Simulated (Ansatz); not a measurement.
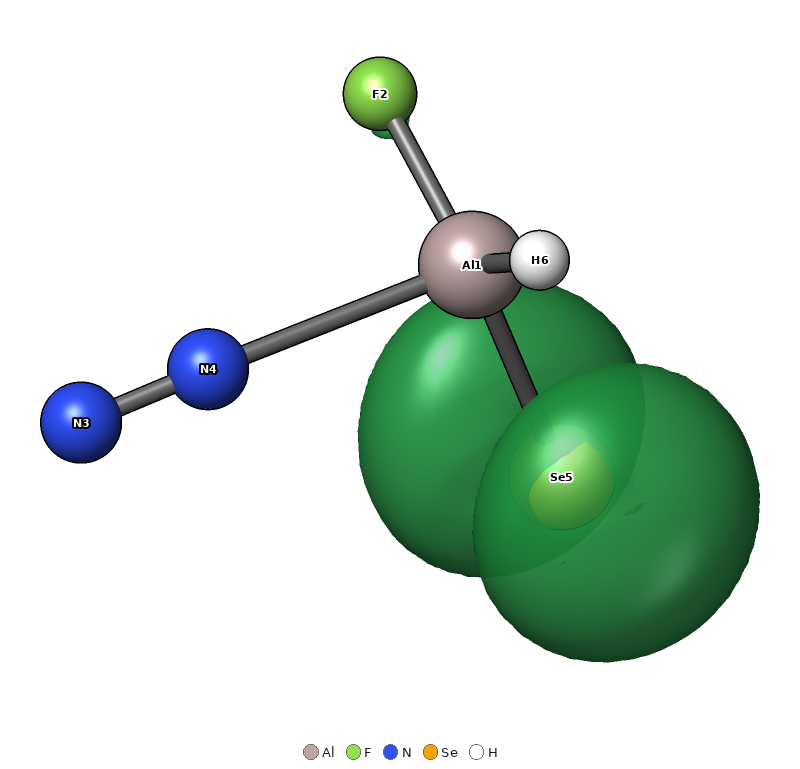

The picture shows: AlFHN2Se (doublet). Isosurfaces of the spin density at +0.02 (green) and −0.02 e/Å³ (red), seen at a tilt.

Geometry: PBE0-D3(BJ)/def2-SVP.

Theory: Ansatz 0.2.0, isolated molecule in a Gaussian basis; Kohn-Sham density functional theory, functional PBE0.

```yaml
atoms:
  - { symbol: Al, position_ang: [-0.7468, -0.3161, 0.1111] }
  - { symbol: F, position_ang: [-0.6529, 0.0617, -1.5150] }
  - { symbol: N, position_ang: [-4.0941, 0.1689, -0.0383] }
  - { symbol: N, position_ang: [-3.0049, 0.0581, 0.0261] }
  - { symbol: Se, position_ang: [-0.7779, -2.5664, 0.6777] }
  - { symbol: H, position_ang: [-0.4324, 0.7744, 1.2053] }
```

Question: Where is the unpaired spin?

Answer: The unpaired spin (1 electron) lies mostly on Se5 (about 0.9), in electrons by Hirshfeld's partition.
